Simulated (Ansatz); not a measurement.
```csv
atom,x (Å),y (Å),z (Å)
N,-1.1244,1.0727,0.2233
C,-0.0183,0.2187,0.5446
O,-0.5044,-0.7441,1.4526
Ge,0.6010,-0.6959,-1.1098
H,-0.8643,1.7726,-0.4665
H,-1.4504,1.5586,1.0587
H,0.8473,0.7496,1.0109
H,0.2508,-1.1414,1.8984
H,1.7844,-1.6144,-0.7334
H,-0.5420,-1.5461,-1.6813
H,1.0857,0.3125,-2.1768
```

Theory: RKS PBE0-D4/def2-SVP in Ansatz.

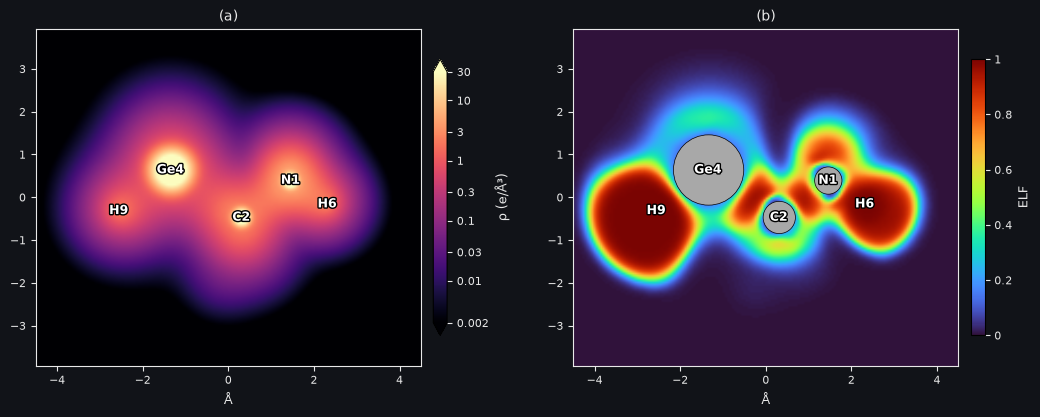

CH₇GeNO (SMILES N[CH](O)[GeH3]). (a) electron density; (b) ELF on the plane of atoms N1, C2 and Ge4. Grey discs cover the atomic cores in the ELF map.

**Interpret the plot.**

- The section cuts through N, C, Ge and H sites.
- C–N (1.43 Å): the density is about 2 e/Å³ at the midpoint; the ELF peaks at about 0.95 between the atoms; a shared electron pair.
- C–Ge (1.99 Å): the density is about 0.88 e/Å³ at the midpoint; the ELF peaks at about 0.95 in the valence shell of C, 0.7 Å from its nucleus, and is about 0.75 at the midpoint.
- N–H (1.02 Å): ρ at the midpoint is about 2.8 e/Å³; the ELF climbs to about 1 towards the hydrogen, as it does in any bond to H: an ordinary covalent bond to hydrogen.
- Ge–H (1.54 Å): ρ at the midpoint is about 1 e/Å³; the ELF climbs to about 1 towards the hydrogen.
